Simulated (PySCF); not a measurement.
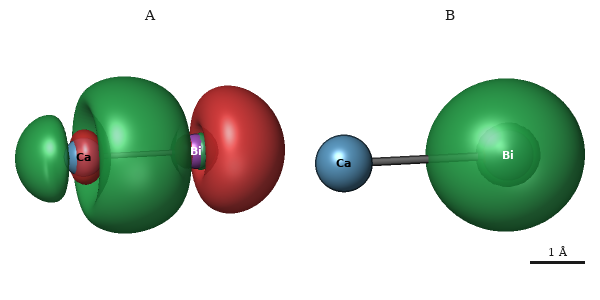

The picture shows: CaBi (quartet). Two frontier β-spin orbitals, each drawn at the value that holds 80 % of its norm (green and red are the two phases), in no order; of a degenerate pair one member is drawn.

Core potentials replace the inner electrons of Bi.

Computed with PBE0/def2-SVPD, non-relativistic Hamiltonian with scalar-relativistic core potentials where named, at a bond length of 3.171 Å in PySCF.

> Name the orbitals and rank them from lowest to highest energy.

Orbital B: σ, occupied in this spin, −13.99 eV; almost wholly on Bi.
Orbital A: σ, occupied in this spin, −5.11 eV; shared between the atoms (Ca 35 %, Bi 65 %).
